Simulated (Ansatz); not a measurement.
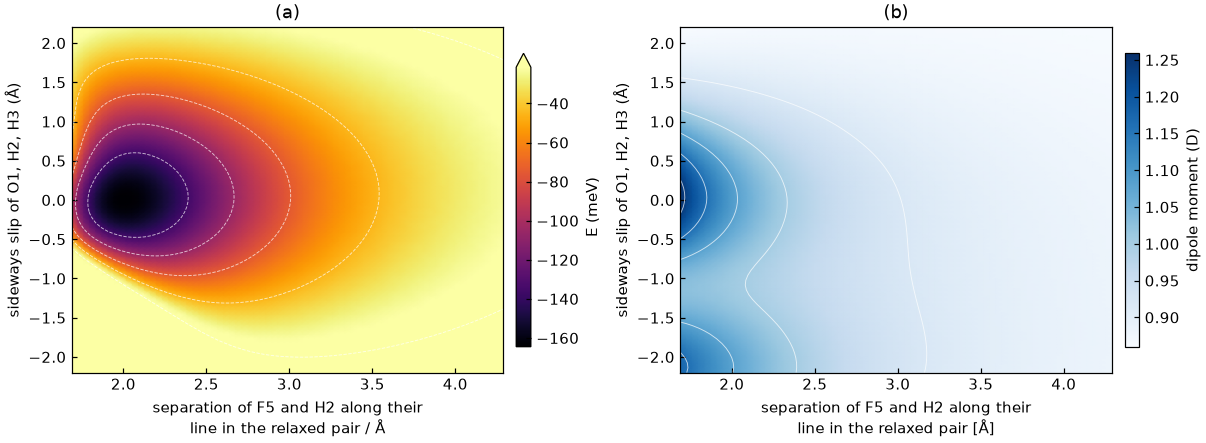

The pair H₂O···CH₃F. Coordinates scanned: (1) separation of F5 and H2 along their line in the relaxed pair; (2) sideways slip of O1, H2, H3. Nothing is relaxed (both partners rigid). The grid has 11 × 11 points. Points are written as (first, second). Energies are in meV, from the two partners far apart, frozen as in the relaxed pair, each in its own basis (no counterpoise correction). Theory: RKS PBE0-D4/def2-TZVPD in Ansatz.

Panel (a) is the energy; panel (b) is the computed dipole moment, in D.

In the figure: a smooth colour map with a few white contour lines, one colour for all values above the top of the scale. Between grid points the surface is interpolated.

> How does the dipole moment vary over the map, and what is it at the lowest grid point?

Leaving out the highest fifth of the energies, it runs from 0.86 D at (1.689 Å, 2.20 Å) to 1.26 D at (1.689 Å, 0.00 Å). At the lowest grid point, (1.962 Å, 0.00 Å), it is 1.11 D.

```
second ↓, first →  1.689  1.793  1.962  2.171  2.410  2.674  2.961  3.267  3.592  3.933  4.289
             2.20   0.86   0.86   0.86   0.87   0.87   0.87   0.87   0.87   0.86   0.86   0.86
             1.76   0.89   0.89   0.89   0.89   0.88   0.88   0.88   0.87   0.87   0.87   0.87
             1.32   0.96   0.95   0.94   0.92   0.91   0.90   0.89   0.88   0.88   0.87   0.87
             0.88   1.07   1.04   1.01   0.97   0.94   0.92   0.90   0.89   0.88   0.88   0.87
             0.44   1.20   1.15   1.08   1.02   0.97   0.94   0.92   0.90   0.89   0.88   0.88
             0.00   1.26   1.19   1.11   1.04   0.99   0.95   0.92   0.91   0.89   0.89   0.88
            −0.44   1.18   1.13   1.07   1.02   0.98   0.95   0.93   0.91   0.90   0.89   0.88
            −0.88   1.05   1.04   1.02   0.99   0.97   0.95   0.93   0.91   0.90   0.89   0.88
            −1.32   1.04   1.03   1.02   1.00   0.97   0.95   0.93   0.91   0.90   0.89   0.88
            −1.76   1.13   1.10   1.07   1.03   0.99   0.96   0.93   0.91   0.90   0.89   0.88
            −2.20   1.17   1.14   1.09   1.04   1.00   0.96   0.93   0.91   0.90   0.89   0.88
```
